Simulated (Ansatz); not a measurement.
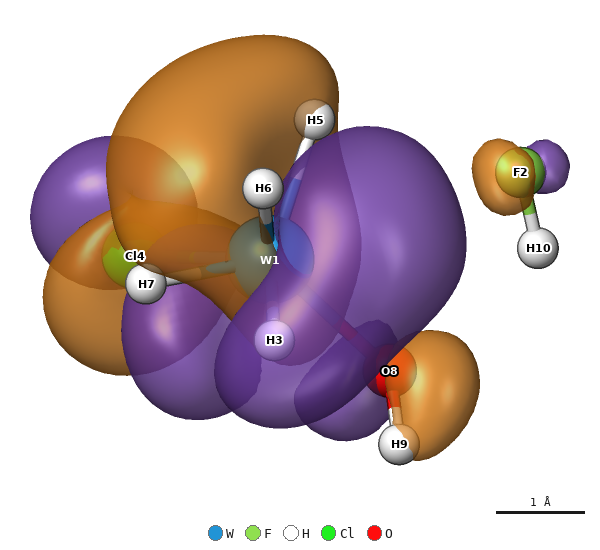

Figure 1: ClH5OW···HF. The LUMO at ±0.06 Å⁻³ᐟ² (orange and purple are the two phases), seen across its widest extent.

Core potentials replace the inner electrons of W.

Level of theory: RKS B3LYP-D4/def2-SVP in Ansatz.

```tsv
atom	x (Å)	y (Å)	z (Å)
W	0.1650	0.5502	-0.1356
F	-0.0399	0.0921	2.8747
H	1.4296	-0.4563	-0.5666
Cl	-0.7809	2.3127	-1.2622
H	-1.1445	-0.1177	0.6882
H	-0.1808	-1.0895	-0.3249
H	0.2726	0.0358	-1.7166
O	1.5789	1.2197	0.9877
H	2.5161	1.0529	0.8130
H	0.7359	0.5978	2.9251
```

Q: What is the character of this orbital?

A: Its weight (Hirshfeld) is mainly on W1 (about 65 %) and Cl4 (about 15 %). Its energy is −2.81 eV.
